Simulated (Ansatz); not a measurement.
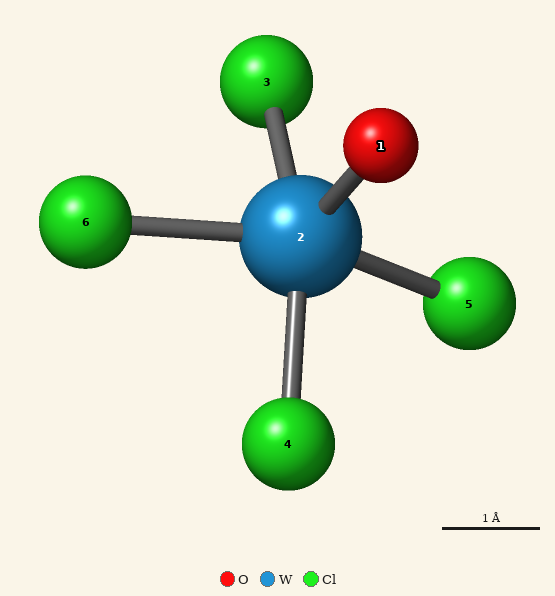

Fig. 1: The structure (ball-and-stick view, seen at a tilt; atoms are numbered from 1 in the order of the input). Sticks mark near contacts. Bond lengths as drawn: Cl–W 2.29 Å and O–W 1.92 Å.

## Run report: WCl4O, single-point calculation

The run: single-point calculation of WCl4O. Method and program: CCSD/def2-SVP, RHF, core potentials def2-SVP (Ansatz 0.2.0).

A bond length was changed on purpose from its optimised value.

The program's output
```
Functional definition: HF
  name "HF"
  exchange = exact_x
  correlation = 0
these checks for a lower state are left out or cut short: cluster_reference, increment
2473 factors; integrals over basis functions are off by at most 7.1e-9 eV
mean field evaluation 1: about -53827.1003 eV, gradient 7.9e1 eV
mean field evaluation 2: about -53827.6229 eV, gradient 8.0e1 eV
mean field evaluation 4: about -53842.2203 eV, gradient 1.6e1 eV
mean field evaluation 8: about -53842.9932 eV, gradient 1.4e0 eV
mean field evaluation 16: about -53843.0099 eV, gradient 4.6e-5 eV
mean field evaluation 32: about -53834.3910 eV, gradient 9.5e0 eV
mean field -53843.00992223 eV, -1978.6941185389 hartree, gradient 3.6e-8 eV, S^2 0.000000; 0 other end points of the search recorded, 0 dependent functions left out; unrestricted orbitals would lower it
21 core orbitals not correlated: weight in the atoms' cores, before any rotation towards them, 1.000 or more for the frozen orbitals, at most 0.000 for the correlated occupied ones
reference -53843.00992223 eV, -1978.6941185389 hartree; 24, 24 occupied and 73, 73 virtual orbitals, 2473 factors
second order -32.00921835 eV of doubles, -0.00000000 eV of singles
cycle   1  -27.60908759 eV  change     4.4e0 eV  update   4.4e-1
cycle   2  -30.11310527 eV  change    -2.5e0 eV  update   4.6e-1
cycle   3  -30.50796947 eV  change   -3.9e-1 eV  update   7.9e-2
cycle   4  -30.59792917 eV  change   -9.0e-2 eV  update   4.2e-2
cycle   5  -30.54845729 eV  change    4.9e-2 eV  update   1.4e-2
cycle   6  -30.56290384 eV  change   -1.4e-2 eV  update   5.4e-3
cycle   7  -30.55658276 eV  change    6.3e-3 eV  update   3.1e-3
cycle   8  -30.55392922 eV  change    2.7e-3 eV  update   1.1e-3
cycle   9  -30.55485883 eV  change   -9.3e-4 eV  update   4.3e-4
cycle  10  -30.55518090 eV  change   -3.2e-4 eV  update   1.7e-4
cycle  11  -30.55513073 eV  change    5.0e-5 eV  update   9.2e-5
cycle  12  -30.55501947 eV  change    1.1e-4 eV  update   3.8e-5
cycle  13  -30.55505619 eV  change   -3.7e-5 eV  update   1.4e-5
cycle  14  -30.55506379 eV  change   -7.6e-6 eV  update   6.1e-6
cycle  15  -30.55505694 eV  change    6.8e-6 eV  update   2.6e-6
cycle  16  -30.55506415 eV  change   -7.2e-6 eV  update   8.8e-7
cycle  17  -30.55506431 eV  change   -1.6e-7 eV  update   4.7e-7
cycle  18  -30.55506364 eV  change    6.7e-7 eV  update   1.8e-7
cycle  19  -30.55506420 eV  change   -5.6e-7 eV  update   2.0e-7
cycle  20  -30.55506402 eV  change    1.8e-7 eV  update   8.5e-8
cycle  21  -30.55506399 eV  change    3.7e-8 eV  update   5.2e-8
cycle  22  -30.55506402 eV  change   -2.9e-8 eV  update   2.0e-8
cycle  23  -30.55506400 eV  change    1.6e-8 eV  update   9.7e-9
cycle  24  -30.55506400 eV  change  -1.1e-10 eV  update   6.3e-9
cycle  25  -30.55506400 eV  change   -4.0e-9 eV  update   2.7e-9
Total energy: -53873.56498623 eV, -1979.8169964300 hartree
Checks for a lower state left out: cluster_reference, increment
```

This output came from the following input.

Input file
```yaml
crystal:
  periodic: [false, false, false]
  atoms:
    - {symbol: O, position_ang: [-0.011481, -1.995905, 0.213065]}
    - {symbol: W, position_ang: [-0.000510, -0.089070, 0.009510]}
    - {symbol: Cl, position_ang: [1.915280, 0.567920, 1.072290]}
    - {symbol: Cl, position_ang: [-1.910010, 0.350500, -1.170330]}
    - {symbol: Cl, position_ang: [1.129180, 0.249450, -1.950250]}
    - {symbol: Cl, position_ang: [-1.123900, 0.668360, 1.852270]}
basis:
  gaussian:
    orbitals: def2-SVP
total_charge: 0
correlation:
  method: ccsd
  frozen_orbitals: {Cl: 5, O: 1, W: 0}
accuracy: high
scf:
  omitted_lower_state_checks: [cluster_reference, increment]
```

Run as:
```bash
ansatz run input.yaml --threads 1 --pin off --max-ram 3480MiB --events-out events.jsonl --progress --plain --runs-dir runs
```

Key numbers

| quantity | value |
| --- | --- |
| outcome | converged |
| total energy | −1979.816996 hartree |
| SCF energy | −1978.694119 hartree |
| MP2 energy | −1979.870436 hartree |
| CCSD energy | −1979.816996 hartree |
| correlation energy | −1.122878 hartree |
| basis functions | 118 |
| T1 diagnostic | 0.027 |
| SCF solution under orbital rotations | stable within restricted orbitals |
| hardware | 1 thread of Arm Neoverse V2, 24 GiB of memory available, shared host |
| wall time | 76 s |
| peak memory | 1 GiB |
